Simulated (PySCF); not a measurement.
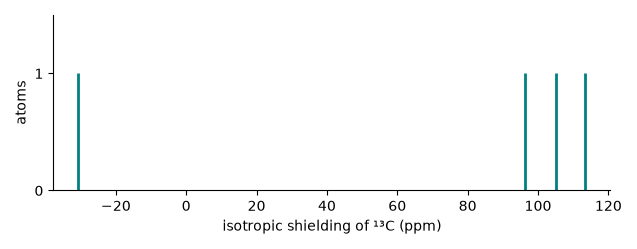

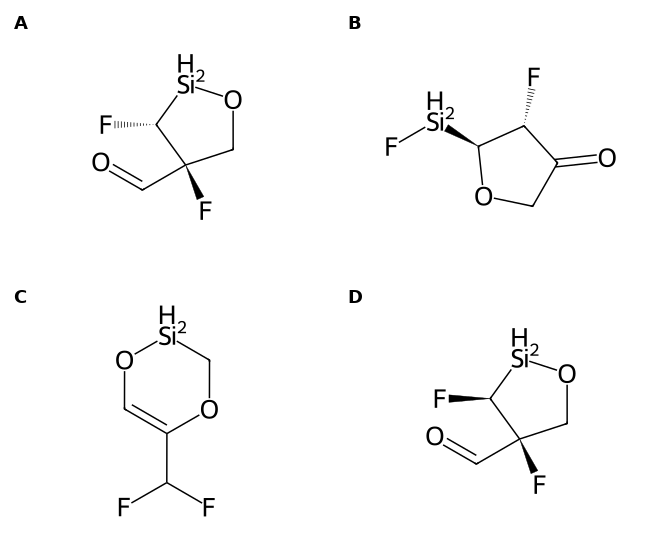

The sticks are computed shieldings of one of the molecules, for one fixed geometry (GFN2-xTB) without averaging over rotations. Low shielding means a high chemical shift. Method: GIAO PBE0/pcSseg-1 NMR shielding, non-relativistic, gas phase (PySCF 2.14.0).

> Match the spectrum to a structure.

B, `O=C1CO[C@@H]([SiH2]F)[C@@H]1F`. Its 4 C atoms give lines at −30.6, 96.2, 105.2, 113.4 ppm.

The geometry is semi-empirical. Around Si such bond lengths and angles can be off by a tenth of an ångström or more and by several degrees, and values that hang on the shape move with them.
